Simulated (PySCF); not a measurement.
# C₄H₁₀NOSi₂ (SMILES O=C/[C]=C\[SiH2]NC[SiH3]) (doublet): what the fields show

```yaml
atoms:
  - { symbol: O, position_ang: [2.7798, -0.5295, 1.9316] }
  - { symbol: C, position_ang: [3.0292, -0.3490, 0.7374] }
  - { symbol: C, position_ang: [2.5131, -1.0870, -0.3124] }
  - { symbol: C, position_ang: [1.7175, -1.5292, -1.2035] }
  - { symbol: Si, position_ang: [-0.0174, -0.7333, -1.4735] }
  - { symbol: N, position_ang: [-0.1545, 0.4249, -0.2354] }
  - { symbol: C, position_ang: [-1.3232, 1.2574, -0.0108] }
  - { symbol: Si, position_ang: [-2.4840, 0.5613, 1.3411] }
  - { symbol: H, position_ang: [3.7432, 0.4392, 0.4228] }
  - { symbol: H, position_ang: [1.9138, -2.3646, -1.8537] }
  - { symbol: H, position_ang: [-0.9592, -1.8660, -1.4847] }
  - { symbol: H, position_ang: [-0.0329, -0.0495, -2.7709] }
  - { symbol: H, position_ang: [0.3866, 0.2981, 0.6081] }
  - { symbol: H, position_ang: [-0.9849, 2.2629, 0.2631] }
  - { symbol: H, position_ang: [-1.8494, 1.3524, -0.9616] }
  - { symbol: H, position_ang: [-1.7275, 0.4695, 2.5888] }
  - { symbol: H, position_ang: [-3.6197, 1.4723, 1.4836] }
  - { symbol: H, position_ang: [-2.9392, -0.7636, 0.9183] }
```

Geometry: GFN2-xTB.

Computed with PySCF 2.14.0, density-fitted response routines, UKS B3LYP, pcH-1 on C H N O Si, non-relativistic, mean-field spin-orbit, GIAO.

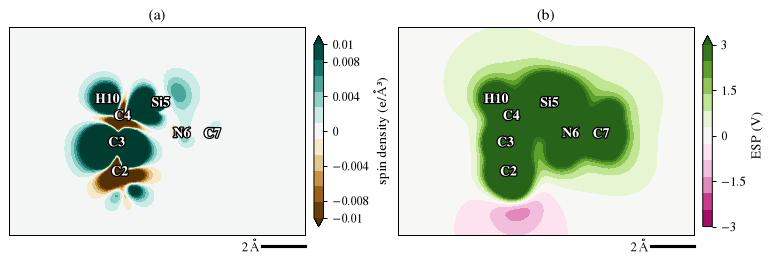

Figure 1. (a) spin density (α minus β); (b) electrostatic potential on the plane of atoms C4, Si5 and N6.

Describe what can be read from this map.

- The plane passes through C, Si, N and H nuclei.
- The unpaired spin (1 electron) lies mostly on C3 (about 0.5) and O1 (about 0.3), in electrons by Hirshfeld's partition.
- Outside the dense part of the molecule the potential is most negative (−1.6 V) near O1, which lies off the plane.

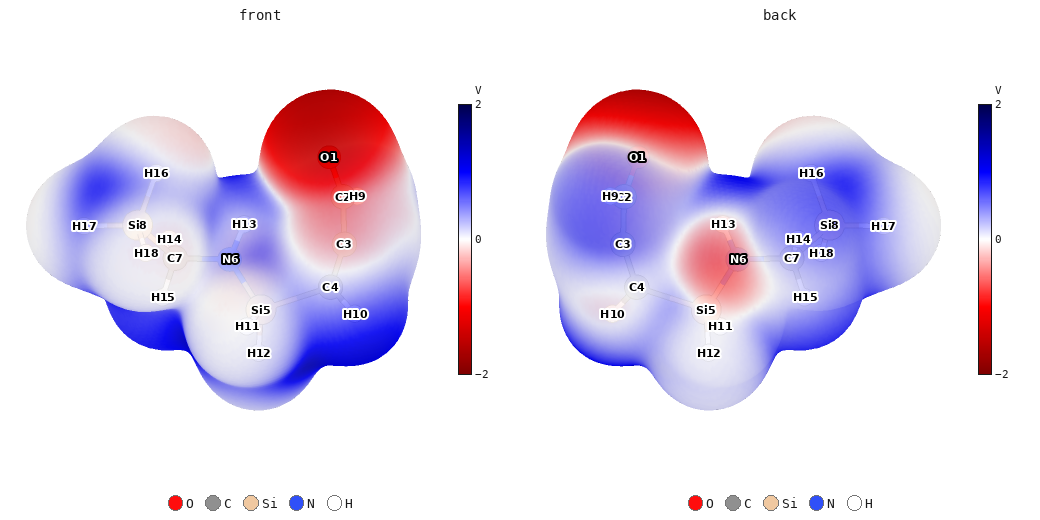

Figure 2. The molecular electrostatic potential painted on the density surface at 0.001 e/bohr³, seen from the front and from behind; the colour scale runs from red (negative) to blue (positive).

Where is the surface potential most negative and most positive?

The most negative region (about −1.5 V) lies over O1, the most positive (about +1.3 V) over Si5. O1 is the likeliest acceptor of a hydrogen bond.
